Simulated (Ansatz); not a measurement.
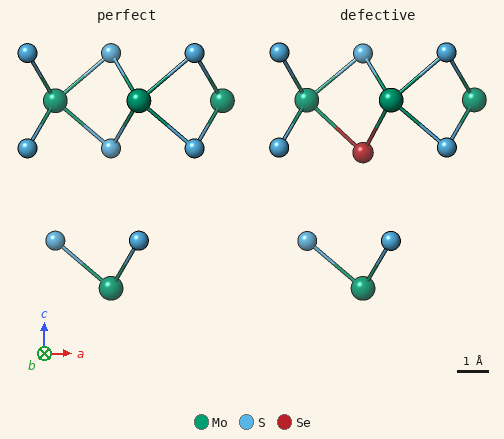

Left: perfect MoS2. Right: the same region with one point defect, after relaxing the atoms in a supercell of 36 sites. Style: ball-and-stick. Shown: the atoms within 4.6 Å of one point, in a slice 3.4 Å thick across the line of sight, along the b axis.

Theory: DFT, PBE, plane-wave PAW, default files, scalar-relativistic (Ansatz 0.2.0). Set-up: plane-wave cutoff 420 eV; k-point mesh 3 × 4 × 2; occupations fermi dirac; smearing width 0.01 eV; no spin polarisation. The axes drawn are those of the host's conventional cell.

Which defect is it?

A sulfur atom is replaced by selenium.

The charge state of the cell is 0.

How does the lattice respond?

In the host the S atom has 3 Mo at 2.41 Å; the Se atom ends with 3 Mo at 2.53 Å. Of the host's atoms, a sulfur atom moves furthest from its site, by 0.03 Å. The Se atom itself moves 0.14 Å from where it was put. Relaxing the atoms from the host's sites lowers the energy by 0.24 eV.

Limits of the set-up: the periodic images lie only 6.3 Å apart, so the values are limited by the cell's size.
